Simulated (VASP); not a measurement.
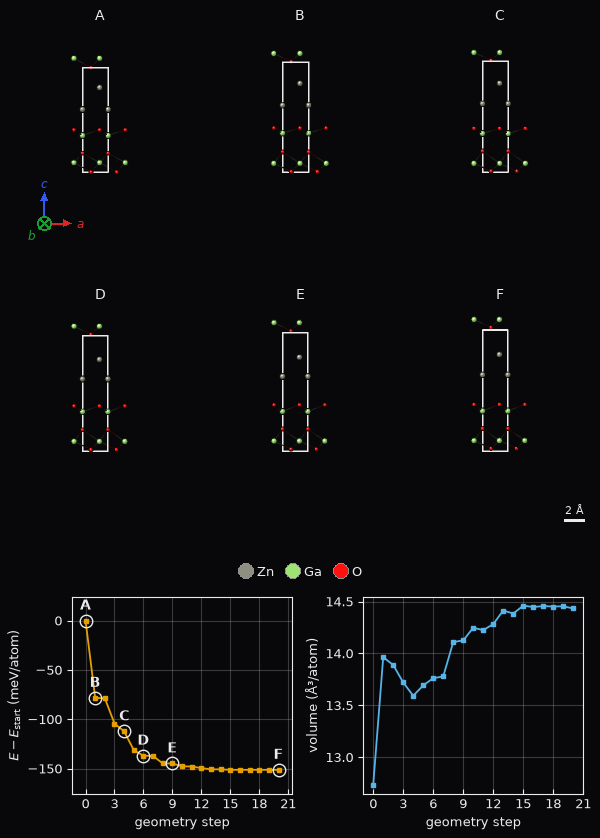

Frames of a relaxation of solid Zn₂Ga₂O₃ (a generated structure, set up in P3m1), marked on the history of the run. The picture is a ball-and-stick view of the cell of the calculation, seen along the b axis.

The run lets cell and atoms move.

Method: Kohn-Sham DFT of a periodic cell, PBE, VASP PAW PBE potentials, recommended (VASP).

Input
```
PREC = Normal ; ENCUT = 520
EDIFF = 1E-4 ; ISMEAR = 0
SIGMA = 0.15 ; LREAL = False
LASPH = True ; NELM = 60
ALGO = Fast ; ISIF = 3
LWAVE = False ; LCHARG = False
GGA = PE ; IBRION = 2
NSW = 24 ; EDIFFG = -0.08
```

Run as
```bash
cat potpaw_PBE.64/Zn/POTCAR potpaw_PBE.64/Ga_d/POTCAR potpaw_PBE.64/O/POTCAR > POTCAR
mpirun -np 1 vasp_std > vasp.out
```

Q: Describe the path.

A: The atom that moves furthest relative to the cell is a Zn atom (0.38 Å along +c). By element the largest moves are Zn 0.38 Å, O 0.28 Å, Ga 0.24 Å. The volume changes by +13.3 %, with a = b 3.080 → 3.044 Å (−1.2 %), c 10.850 → 12.590 Å (+16.0 %). Among the contacts that change: Ga–O 2.029 → 2.158 Å, Ga–O 2.029 → 1.933 Å, Ga–O 1.844 → 1.826 Å, Ga–O 1.876 → 1.881 Å. Among the angles between lasting bonds that change: O–Ga–O 180.0° → 169.2°, O–Ga–O 98.8° → 89.7°, Ga–O–Ga 98.8° → 89.7°. The space group stays P3m1 (No. 156). After 20 geometry steps the energy has fallen by 151 meV per atom. The largest force component goes from 2.5 to 0.056 eV/Å. The pressure goes from 8.17 to 0.34 GPa. The volume changes by over a tenth within one run on a fixed set of plane waves, so the end point should be relaxed again from the new cell. From step 0 to 1: a Ga atom moves most (0.13 Å), volume +9.7 %, energy −78.3 meV per atom. From step 1 to 4: a Zn atom moves most (0.11 Å), volume −2.7 %, energy −33.9 meV per atom. From step 4 to 6: a Zn atom moves most (0.11 Å), volume +1.2 %, energy −24.6 meV per atom. From step 6 to 9: a Ga atom moves most (0.09 Å), volume +2.6 %, energy −7.9 meV per atom. From step 9 to 20: an O atom moves most (0.09 Å), volume +2.2 %, energy −6.6 meV per atom.

```csv
step,"E − E(0), meV/atom","largest force component, eV/Å","pressure, GPa","volume, Å³/atom"
0,0.00,2.5216,8.17,12.734
1,-78.33,1.2292,-2.84,13.964
2,-78.67,1.0693,-2.37,13.889
3,-104.25,0.7214,-0.68,13.721
4,-112.24,1.1068,1.37,13.593
5,-131.21,0.6072,1.42,13.692
6,-136.88,0.8106,1.41,13.762
7,-137.16,0.8516,1.34,13.779
8,-144.71,0.4779,0.15,14.109
9,-144.74,0.5079,-0.46,14.126
10,-147.64,0.4597,0.58,14.247
11,-147.82,0.3022,0.20,14.225
12,-149.41,0.2399,0.08,14.282
13,-150.68,0.3544,-0.43,14.414
14,-150.69,0.3550,0.44,14.385
15,-151.20,0.1196,-0.43,14.460
16,-151.19,0.1281,-0.06,14.447
17,-151.20,0.1160,-0.47,14.456
18,-151.20,0.1264,-0.27,14.452
19,-151.20,0.1093,-0.36,14.454
20,-151.30,0.0555,0.34,14.433
```

Limits of the set-up: layers or molecules are held without a dispersion correction, so their spacing is unreliable.
